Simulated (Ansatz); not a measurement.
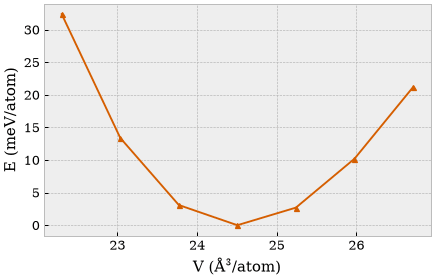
Figure. InHg in space group R-3m (No. 166; In on 3b, Hg on 3a) under volume change, DFT-PBEsol in the program Ansatz with PAW potentials, shape and atoms relaxed at each volume.

Task: What does a third-order Birch–Murnaghan fit give for V₀, B₀ and B′?

Result: V₀ = 24.51 Å³/atom, B₀ = 41.7 GPa, B′ = 6.1.

The workflow started from an entry of the Crystallography Open Database (COD). Its standing as an ambient phase is unchecked. Symmetry was held in the PBEsol relaxation; its stability against distortions is not shown here. Spin–orbit coupling is left out wherever it is not named.

Potentials: the later of the program's two PAW sets.
